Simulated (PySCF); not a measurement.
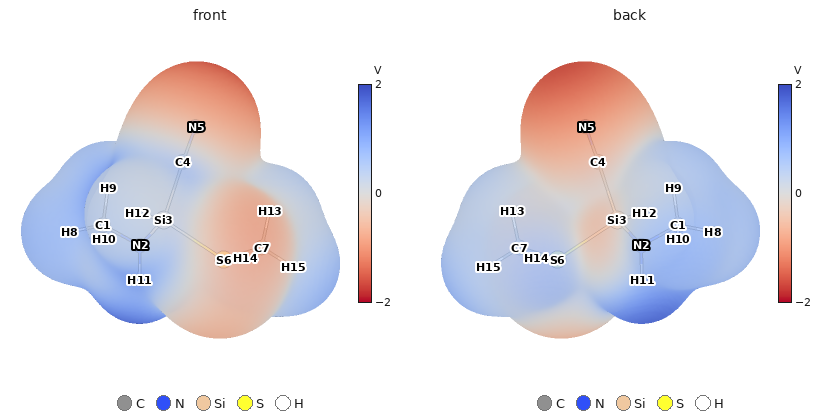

Figure. C3H8N2SSi. The molecular electrostatic potential painted on the density surface at 0.001 e/bohr³, seen from the front and from behind; red is negative and blue positive.

Geometry: GFN2-xTB.

These are results of PBE0/pcSseg-1, SCF density, gas phase, non-relativistic in PySCF 2.14.0, not measurements.

```yaml
atoms:
  - { symbol: C, position_ang: [-2.2639, -0.5566, -0.6504] }
  - { symbol: N, position_ang: [-0.9511, -0.7640, -0.0760] }
  - { symbol: Si, position_ang: [-0.1019, 0.4275, 0.8123] }
  - { symbol: C, position_ang: [-0.0250, 1.8885, -0.3537] }
  - { symbol: N, position_ang: [0.0495, 2.7734, -1.0767] }
  - { symbol: S, position_ang: [1.8893, -0.2984, 1.1475] }
  - { symbol: C, position_ang: [2.5419, -0.2862, -0.5541] }
  - { symbol: H, position_ang: [-3.0642, -0.7136, 0.0789] }
  - { symbol: H, position_ang: [-2.3296, 0.4659, -1.0156] }
  - { symbol: H, position_ang: [-2.4135, -1.2384, -1.4879] }
  - { symbol: H, position_ang: [-0.7903, -1.7333, 0.1613] }
  - { symbol: H, position_ang: [-0.5795, 0.9063, 2.1050] }
  - { symbol: H, position_ang: [2.5559, 0.7330, -0.9282] }
  - { symbol: H, position_ang: [1.9264, -0.9163, -1.1879] }
  - { symbol: H, position_ang: [3.5515, -0.6798, -0.5020] }
```

Which sites attract a positive test charge, and which a negative one?

A positive charge is drawn to the negative regions and a negative charge to the positive ones. The most negative region (about −1.6 V) lies over N5, the most positive (about +1.6 V) over H11. N5 is the likeliest acceptor of a hydrogen bond.

What dipole moment does the calculation give?

Its dipole moment is 3.74 D.
